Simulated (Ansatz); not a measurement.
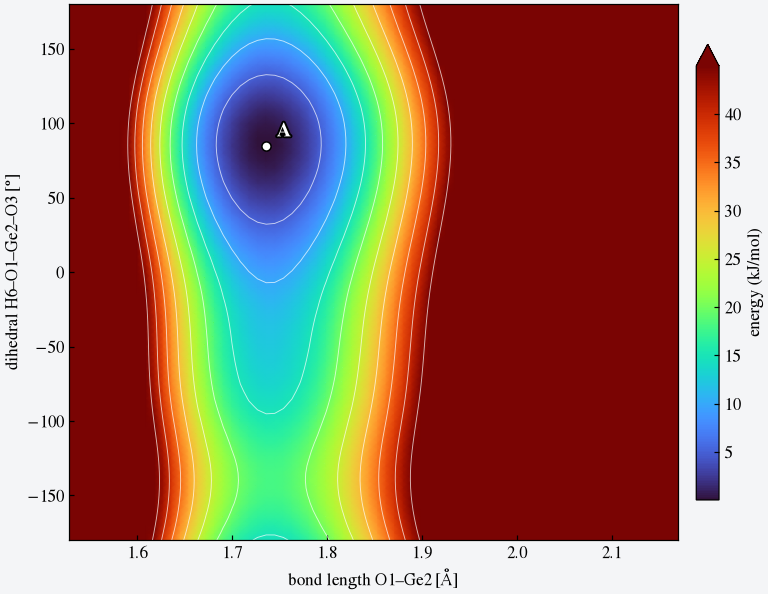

GeH4O4, SMILES [OH][Ge]([OH])([OH])[OH]. Coordinates scanned: (1) bond length O1–Ge2; (2) dihedral H6–O1–Ge2–O3. Nothing is relaxed (all other coordinates rigid). Grid: 15 × 15 points. Energies: kJ/mol, counted from the relaxed molecule at the same level. Level of theory: RHF/def2-SVP (Ansatz).

Drawn: a smooth colour map with a few white contour lines, one colour for all values above the top of the scale, the point A. Between grid points the surface is interpolated.

**Find the lowest pass out of the well at A.**

The easiest path leads from the well at about bond length O1–Ge2 = 1.74 Å, dihedral H6–O1–Ge2–O3 = 85° to its copy one period on. Its highest point lies about 18 kJ/mol above the bottom of the first well on the interpolated surface, at about bond length O1–Ge2 = 1.74 Å, dihedral H6–O1–Ge2–O3 = −140°. The start is the relaxed structure and all else is held, so a fully relaxed path at this level can only be lower.

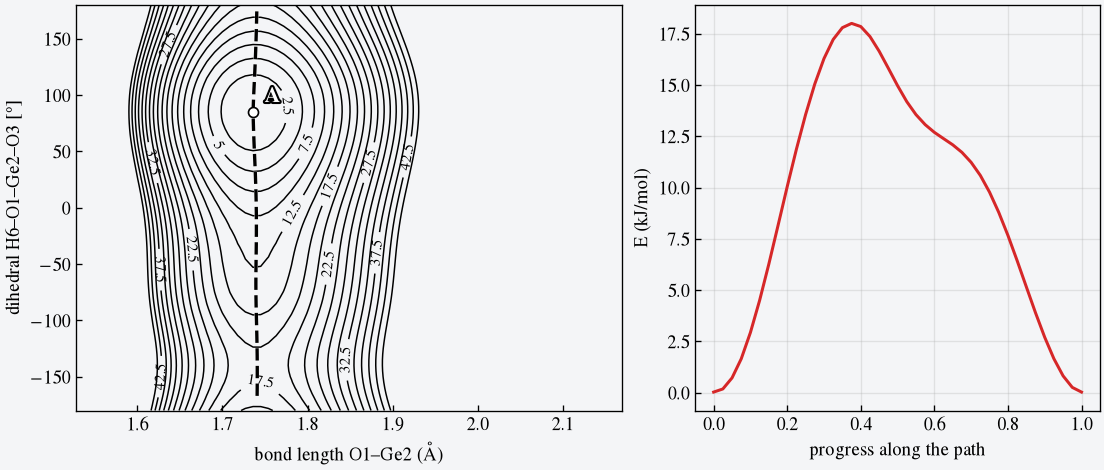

The picture shows contour lines labelled in kJ/mol (none above 45), a line along the lowest path, the energy along the path at the right. Between grid points the surface is interpolated.
